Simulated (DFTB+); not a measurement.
# Run report: C3H5P, frequency calculation (part 4 of 4)

The same run, continued: C3H5P, SMILES C#CPC; DFTB2, R-SCC (DFTB+ 25.1). The geometry was optimised with DFTB2.

Geometry of the input (Å):
```
C  1.9943  0.7908  1.2000
C  1.1810  0.5650  0.3204
P  0.2452  0.1352  -1.1239
C  -1.1874  -0.8177  -0.3858
H  2.6492  1.0184  2.0224
H  -0.4233  1.3891  -1.3081
H  -0.8458  -1.7737  0.0295
H  -1.9259  -1.0425  -1.1650
H  -1.6990  -0.2664  0.4136
```

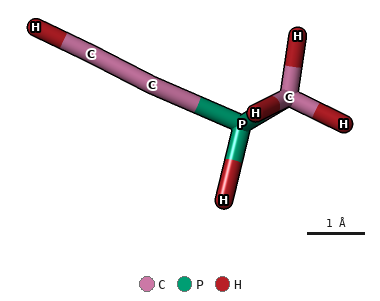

**Figure 1.** The input geometry (stick view, seen at a tilt).

File modes.log:
```
|  DFTB+ (MODES 0.03)

Interpreting input file 'modes_in.hsd'
--------------------------------------------------------------------------------
--------------------------------------------------------------------------------

Starting main program

 Vibrational modes
      freq.
Mode  cm-1
    1   -0.00
    2   -0.00
    3   -0.00
    4    0.00
    5    0.00
    6    0.00
    7  123.97
    8  133.60
    9  212.43
   10  338.59
   11  522.56
   12  575.95
   13  676.35
   14  705.61
   15  718.00
   16  807.69
   17  899.78
   18  945.75
   19 1328.42
   20 1427.93
   21 1430.58
   22 2146.85
   23 2330.22
   24 2915.30
   25 3042.69
   26 3049.17
   27 3354.11
```

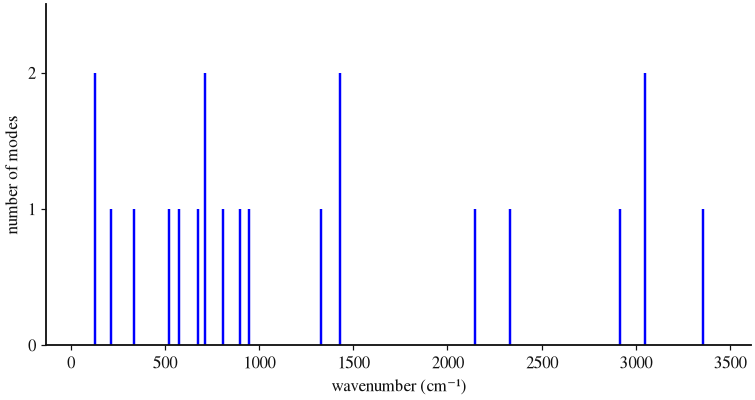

**Figure 2.** Harmonic vibrational wavenumbers from the force constants; neighbouring modes closer than 15 cm⁻¹ are counted in one stick. 21 modes from 124 to 3354 cm⁻¹, none imaginary.

Results in brief:

| quantity | value |
| --- | --- |
| outcome | converged |
| total energy | −8.768442 hartree |
| zero-point energy | 0.063072 hartree |
| wavenumbers, lowest and highest | 124 and 3354 cm⁻¹ |
| wall time | 2.3 s |
| peak memory | 0.071 GiB |
